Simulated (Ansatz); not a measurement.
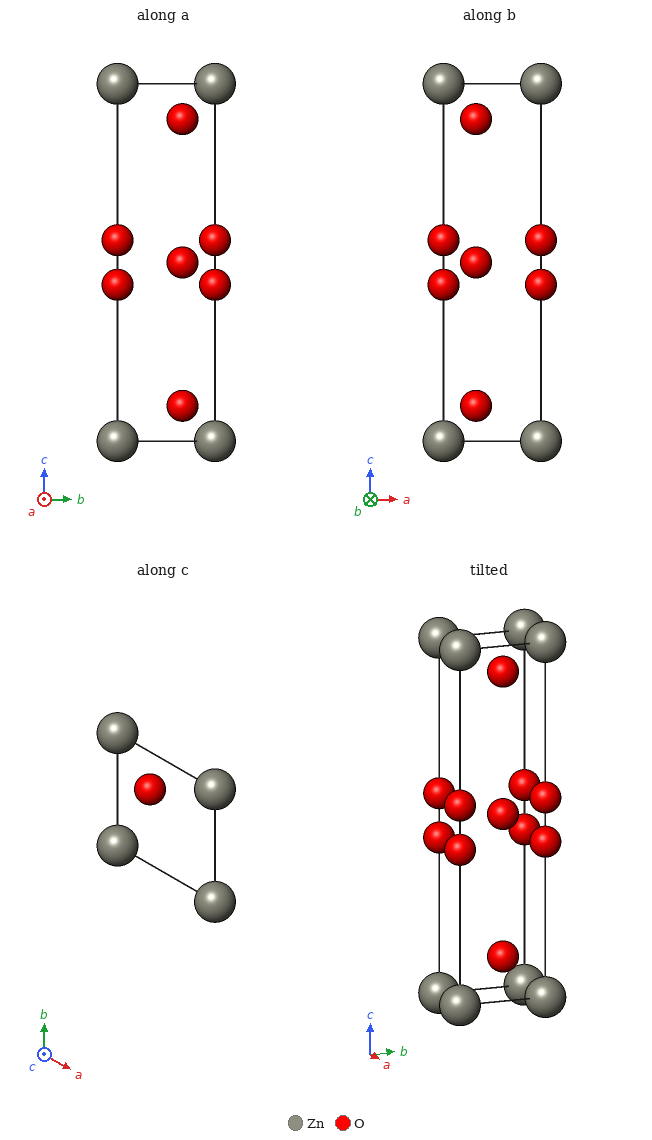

A spheres-only rendering, viewed along the a axis, along the b axis, along the c axis and slightly off an axis. The outline marks the conventional unit cell.

Lattice parameters: a = 3.271 Å, b = 3.271 Å, c = 10.388 Å, α = 90.00°, β = 90.00°, γ = 120.00°. Put a along x and b in the xy plane.

Express the structure as a POSCAR file, with free fractional coordinates to two decimals.

Answer.
```
Zn O
1.0
     3.271    0.000    0.000
    -1.635    2.833    0.000
     0.000    0.000   10.388
Zn O
1 5
Direct
  0.00 0.00 0.00
  0.3333 0.6667 0.90
  0.3333 0.6667 0.10
  0.00 0.00 0.56
  0.3333 0.6667 0.50
  0.00 0.00 0.44
```

Provenance: a structure type filled with these elements by a generator (whether the compound takes this form wasn't checked). Earlier steps of the study, as a rule a relaxation of our own, may have changed the cell and positions, so they can lie some per cent off the listed ones. It was set up as input for a calculation with Ansatz.
